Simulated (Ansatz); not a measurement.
## Electronic structure of BH$_{6}$NOSi (SMILES OBN[SiH3]) in real space

| atom | x (Å) | y (Å) | z (Å) |
| --- | --- | --- | --- |
| O | -1.3284 | 0.9304 | -0.7687 |
| B | 0.0274 | 1.1112 | -0.7192 |
| N | 0.7798 | 0.1543 | -0.0083 |
| Si | 0.1359 | -1.2395 | 0.8137 |
| H | -1.7854 | 1.6104 | -1.2636 |
| H | 0.5541 | 2.0468 | -1.2583 |
| H | 1.7768 | 0.2911 | 0.0253 |
| H | -0.5551 | -2.1589 | -0.1251 |
| H | -0.8163 | -0.8519 | 1.8846 |
| H | 1.2942 | -1.9451 | 1.4226 |

Geometry: PBE0-D4/def2-TZVP.

Method: Ansatz 0.2.0, RKS PBE0-D4/def2-TZVPP.

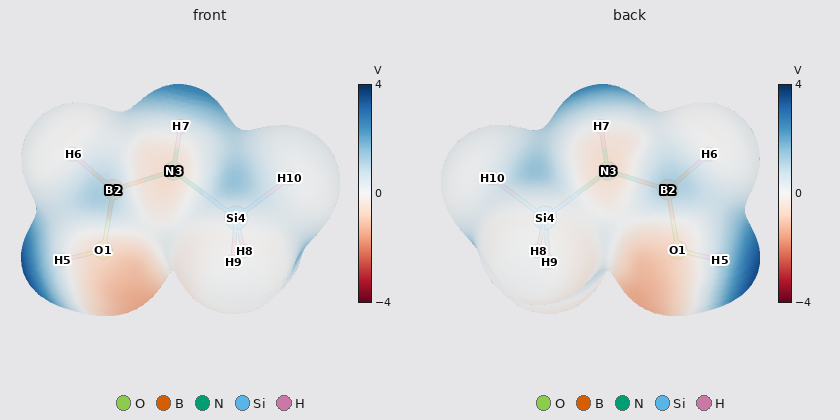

Figure 1. The electrostatic potential painted on the density surface at 0.004 e/bohr³, seen from the front and from behind; the colour scale runs from red (negative) to blue (positive).

> Where is the surface potential most negative and most positive?

The most negative region (about −1.4 V, or −32 kcal/mol for a unit charge) lies over O1, the most positive (about +3.5 V, or +81 kcal/mol for a unit charge) over H5. O1 is the likeliest acceptor of a hydrogen bond.

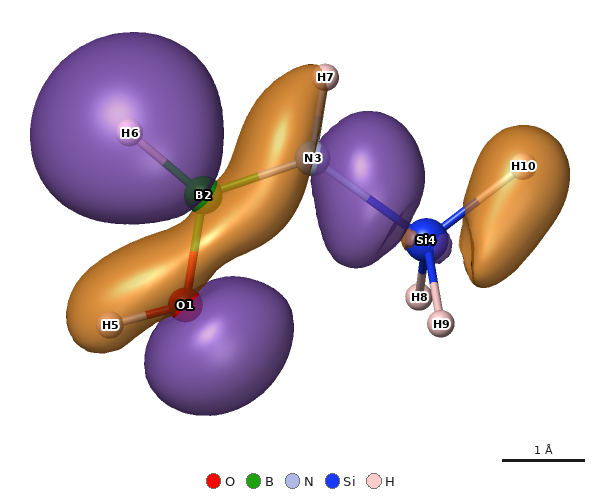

Figure 2. The HOMO−1 at ±0.08 Å⁻³ᐟ² (orange and purple are the two phases), seen across its widest extent.

> What is the character of this orbital?

Its weight (Hirshfeld) is mainly on H6 (about 25 %), O1 (about 25 %), B2 (about 20 %) and N3 (about 10 %). Its energy is −9.15 eV.

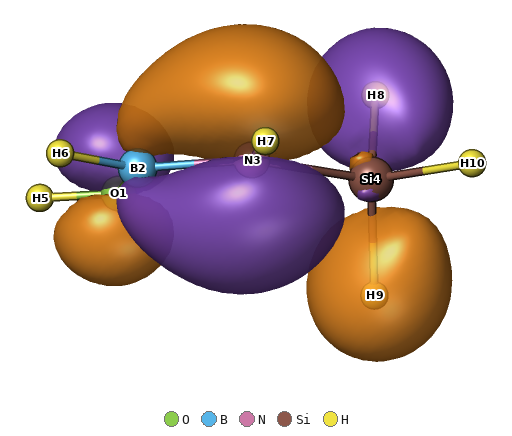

Figure 3. The HOMO at ±0.1 Å⁻³ᐟ² (orange and purple are the two phases), seen from one side.

> Describe this orbital and give its energy.

It lies mainly on N3 (about 50 %), Si4 (about 15 %), O1 (about 10 %), B2 (about 10 %), H8 (about 5 %) and H9 (about 5 %). Its energy is −7.85 eV.
